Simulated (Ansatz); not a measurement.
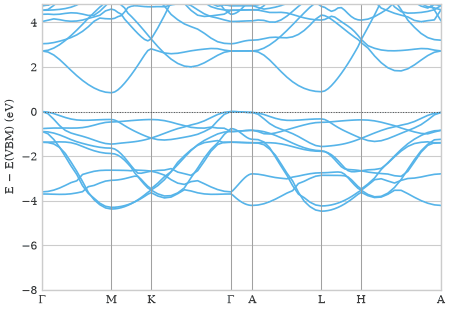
Figure: Band structure from DFT-r²SCAN in the program Ansatz with PAW potentials

Problem. Read off the gap and where the band edges lie.

Solution. About 0.8 eV (0.85 eV by a search for the band edges); maximum at Γ, minimum at M.

The material is Y$_{2}$CI$_{2}$ in space group P-3m1 (No. 164; Y on 2d, C on 1a, I on 2d).

The workflow started from a Materials Project entry (that database holds measured and hypothetical structures alike); the Crystallography Open Database copy checked does not list it. Whether it is the stable phase at ambient conditions was not checked. The r²SCAN relaxation kept the symmetry of its start; its stability against distortions is not shown here. The run is not spin-polarised. A crystal of weakly bound layers computed without a dispersion correction: the cell and the soft elastic constants depend strongly on that. Scalar-relativistic: spin–orbit coupling is off unless named, which matters more the heavier the elements.

Potentials: the later of the program's two PAW sets.
